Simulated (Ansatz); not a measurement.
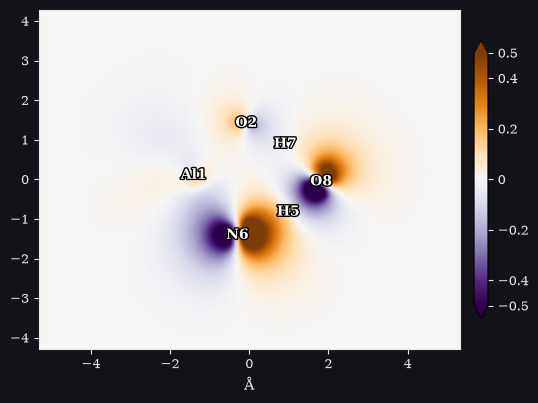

*AlH₆NO₃···H₂O. The HOMO on the plane of atoms Al1, O2 and H7 (values in Å⁻³ᐟ²; the overall sign is arbitrary).*

A transition-state structure; geometry: PBE0-D4/def2-TZVP.

These are results of RKS PBE0-D4/def2-TZVPP (Ansatz), not measurements.

Input

```
crystal:
  periodic: [false, false, false]
  atoms:
    - {symbol: Al, position_ang: [-0.250252, -0.728595, 0.502865]}
    - {symbol: O, position_ang: [0.436187, 0.879294, 1.146006]}
    - {symbol: O, position_ang: [-1.924067, -0.890154, 0.828922]}
    - {symbol: O, position_ang: [0.940412, -1.790408, 1.143722]}
    - {symbol: H, position_ang: [0.276521, 0.990369, -1.326406]}
    - {symbol: N, position_ang: [-0.139634, -0.356208, -1.343627]}
    - {symbol: H, position_ang: [0.605094, 1.543414, 0.266283]}
    - {symbol: O, position_ang: [0.687051, 1.978912, -0.970741]}
    - {symbol: H, position_ang: [1.240664, 0.761966, 1.658326]}
    - {symbol: H, position_ang: [-2.276844, -0.973779, 1.711786]}
    - {symbol: H, position_ang: [0.803241, -2.729168, 1.239828]}
    - {symbol: H, position_ang: [-1.025880, -0.477868, -1.819987]}
    - {symbol: H, position_ang: [0.547620, -0.898931, -1.852898]}
    - {symbol: H, position_ang: [0.079888, 2.691255, -1.183978]}
basis:
  gaussian: {orbitals: def2-TZVPP}
hamiltonian: {xc: pbe0, dispersion: d4}
output: {orbitals: {seedname: orbitals}}
```

Run with:

```sh
ansatz run in.yaml --threads 4 --pin off --events-out ev --progress --plain --max-ram 46080MiB --backend cuda --devices 0, --max-vram 37GiB
```

What is the character of this orbital?

It lies mainly on N6 (about 40 %), O4 (about 20 %), O8 (about 15 %) and O3 (about 5 %); largely a combination of lone pairs on N6, O4, O8 and O3. Its energy is −7.79 eV.
